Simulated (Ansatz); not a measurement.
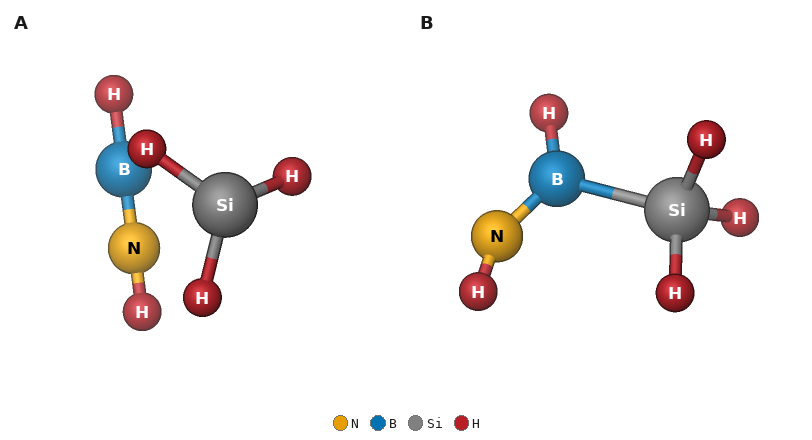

2 stationary structures of one formula. State: neutral, doublet. Geometries: PBE0-D4/def2-TZVP. Electronic energies: UHF-CCSD(T) (frozen core)/def2-TZVPP (Ansatz 0.2.0), without zero-point energy. No frequency run is at hand to confirm each as a minimum. Each is one conformer, not always the lowest.

**Which structure is the most stable?**

B is lowest (Cs); A lies 0.401 eV above it (C1).
